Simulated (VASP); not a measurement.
Band structure of Rb$_{2}$H$_{4}$Pt (space group P4_2/mnm). All values below come from r2SCAN meta-GGA, VASP's PBE PAW potentials (set 64) (plane waves; VASP).

The path is coarsely sampled, so an indirect gap can come out somewhat too large. Unless said otherwise, spin-orbit coupling is left out, though it shifts the bands of the heavy elements here.

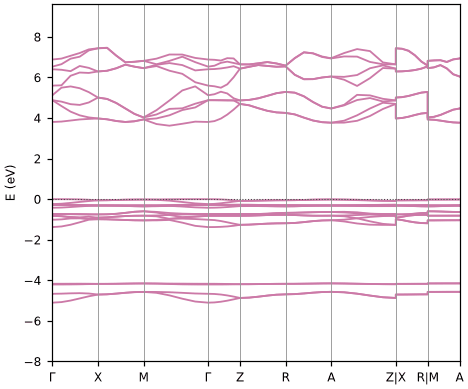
Bands along high-symmetry lines, zero at the valence-band maximum or, without a gap, the Fermi level

Task: Read the plot: is there a gap, and where are the band edges?

Result: The gap is indirect, 3.62 eV, from the valence maximum at M-Γ at 0.80 to the conduction minimum at M-Γ at 0.40.

The structure comes from a computed database's Rb2H4Pt entry (P4_2/mnm); how it stands against other phases isn't given here. It was relaxed first.
